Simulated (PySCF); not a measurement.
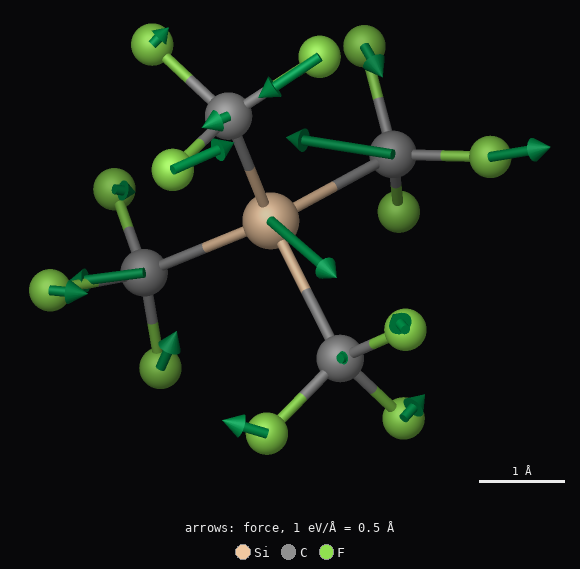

Starting geometry of SiC$_{4}$F$_{12}$ with the computed forces as green arrows. Style: ball-and-stick. Shown at a tilt.

The start comes from GFN2-xTB. Its atoms were then displaced at random by about 0.03 Å.

These are results of PySCF, PBE0-D3(BJ)/def2-SVP geometry optimisation, gas phase, not measurements. 

Is this structure relaxed? If not, where do the atoms go?

Answer. It isn't relaxed: the largest force vector, on a C atom, is 2.92 eV/Å. The final displacements follow the starting forces only in part (cosine between the two patterns 0.39). The energy falls by 0.566 eV in 11 geometry steps. An F atom moves most after the best rigid fit: 0.18 Å. Largest moves by element: F 0.18 Å, Si 0.10 Å, C 0.07 Å. Some distances before and after: C–Si 2.063 → 1.928 Å, C–F 1.282 → 1.335 Å, C–F 1.374 → 1.335 Å, C–Si 1.962 → 1.928 Å. Among the angles between lasting bonds that change: Si–C–F 116.0° → 110.7°, C–Si–C 114.5° → 109.6°, F–C–F 103.2° → 108.0°. Cost: 3.8 min on 2 threads of AMD EPYC 9R45 96-Core Processor, with other jobs on the host.
